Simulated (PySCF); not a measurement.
```
atom    x (Å)    y (Å)    z (Å)
   C  -1.2693  -0.0755  -0.1405
   C   0.0839  -0.4344   0.3355
   C   1.4146   0.0080  -0.0293
   O   0.8241   0.2574   1.2488
   H  -1.5391  -0.7056  -0.9846
   H  -1.3106   0.9734  -0.4574
   H  -1.9932  -0.2182   0.6590
   H   1.5673   0.8985  -0.6326
   H   2.2359  -0.6976  -0.0241
```

Geometry: GFN2-xTB.

Method: PySCF, UKS B3LYP, pcH-1 on C H O, non-relativistic, mean-field spin-orbit, GIAO.

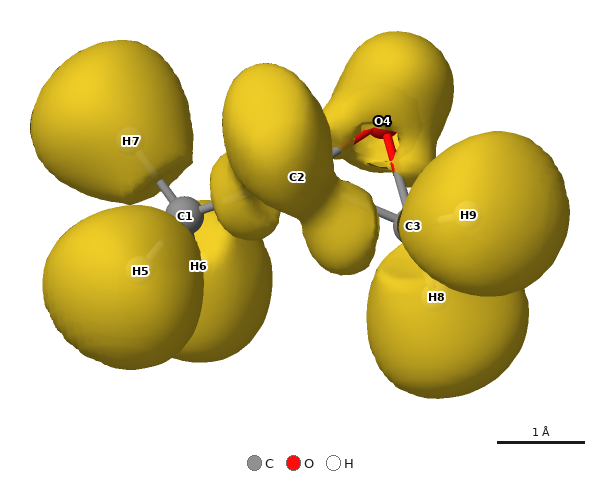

C₃H₅O (SMILES C[C]1CO1) (doublet). Isosurface of the ELF at 0.75 (yellow), seen at a tilt. Core shells and regions of very low density are left out.

Describe the localisation domains.

At this value the surface marks out five regions around hydrogen nuclei, one region on C in which the atom's valence shell and bonds are merged and one region on O in which the atom's valence shell and bonds are merged. Profiles from the grid: C–O (1.36 Å): the ELF peaks at about 0.80 between the atoms, as expected for a shared but strongly polarised pair. C–C (1.45 Å): the ELF peaks at about 0.85 between the atoms (localised, covalent bonding).
